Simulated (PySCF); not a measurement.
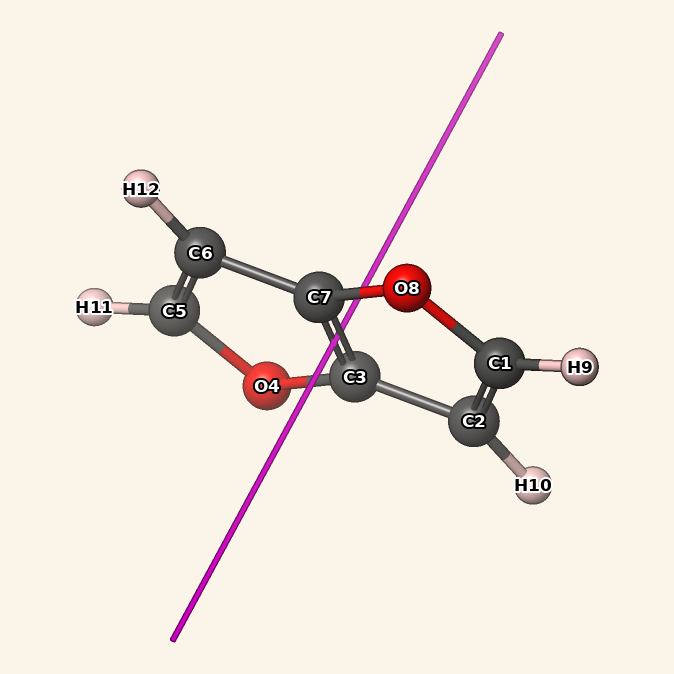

A line through the centre of mass is drawn in. Depth is shown by fading: the farther an atom, the more it takes the colour of the background. The computed structure is the end point of a PBE0-D3(BJ)/def2-SVP optimisation. No frequency run is at hand to confirm it as a minimum.

### Is the line a proper rotation axis of the structure, and of what order?

Yes, a C2 axis. A turn by 180° leaves no atom in place and moves C1 ↔ C5; C2 ↔ C6; C3 ↔ C7; O4 ↔ O8; H9 ↔ H11; H10 ↔ H12. The point group is C2h.
